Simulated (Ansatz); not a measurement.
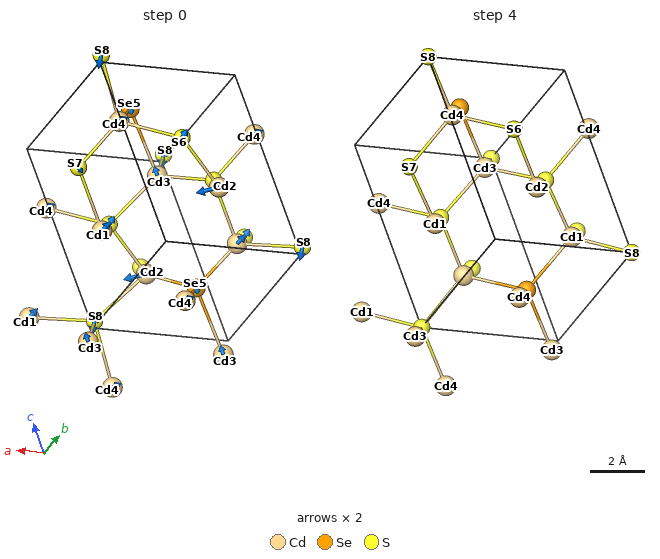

The structure of solid Cd$_{4}$SeS$_{3}$ (a generated structure, set up in P1) (coarse preliminary run) before (left) and after (right) a relaxation, at one scale. The blue arrows give the displacements (the part carried along by the change of the cell is left out), 2 times their true length.

The picture is a ball-and-stick view of the cell of the calculation, reduced to other axes, seen from a free direction. Lengths and directions refer to the drawn axes.

Level of theory: Ansatz 0.2.0, DFT PBE, scalar-relativistic, plane waves, PAW. Set-up: plane-wave cutoff 420 eV; k-point mesh 4 × 4 × 4; occupations gaussian; smearing width 0.1 eV; no spin polarisation; cell and atoms relaxed; force threshold 0.025 eV/Å; at most 60 steps.

### Summarise the run.

The atom that moves furthest relative to the cell is Cd2 (0.45 Å roughly along [1 −1 0]). Largest moves by element: Cd 0.45 Å, S 0.28 Å, Se 0.14 Å. Cell: a 5.984 → 5.997 Å (+0.2 %), b 5.999 → 5.990 Å (−0.1 %), c 7.214 → 7.340 Å (+1.7 %), α 66.4° → 65.8°, β 66.1° → 65.9°, γ 88.9° → 89.9°. Volume +0.7 %. Near-neighbour distances that change, for instance: Cd2–Se5 2.196 → 2.664 Å, Cd1–Se5 2.305 → 2.666 Å, Cd4–Se5 2.899 → 2.665 Å, Cd4–S7 2.343 → 2.574 Å. Bond angles that change, for instance: S6–Cd2–S8 91.3° → 110.8°, Cd1–S8–Cd2 125.1° → 106.6°, Cd2–S6–Cd4 123.8° → 109.1°. Within 0.06 Å the space group is P1 at the start and I-42m at the end; at a tighter tolerance small leftover displacements or strains of the cell lower it. Over 3 accepted moves (4 points after the start) the energy falls by 2.086 eV per cell of the calculation. The largest force component goes from 5.4 to 0.01 eV/Å. Pressure: 4.12 GPa at the start and 0.02 GPa at the end. At 1 point the geometry stayed and the basis and grid were re-selected for the new cell (energy shift of 0.3 meV per cell of the calculation at most each time). The run took 56 s on 4 threads of Arm Neoverse V2, on a shared host, peak memory 0.85 GiB.
